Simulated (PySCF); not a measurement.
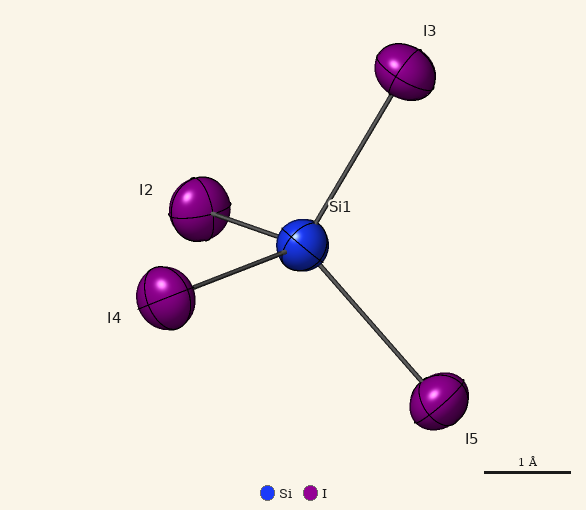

Displacement ellipsoids at the 50 % level, enlarged 3 times, from the internal vibrations of the free molecule (harmonic, no overall translation or rotation; no half-axis is drawn under 0.075 Å). Vibrations computed with RKS-based PBE0, Si def2-SVP, I def2-SVP with ECP28; scalar-relativistic core potentials; density fitting (PySCF 2.14.0). Temperature: 400 K.

Which atom has the largest mean-square displacement?

Answer. I2, I3, I4, I5, with U_eq = 0.0059 Å².

Give the displacement parameters, one line for each set of equivalent atoms.

| atom | U_eq (Å²) | rms amplitudes (Å) |
| --- | --- | --- |
| Si1 | 0.0045 | 0.067, 0.067, 0.067 |
| I2, I3, I4, I5 | 0.0059 | 0.067, 0.082, 0.082 |
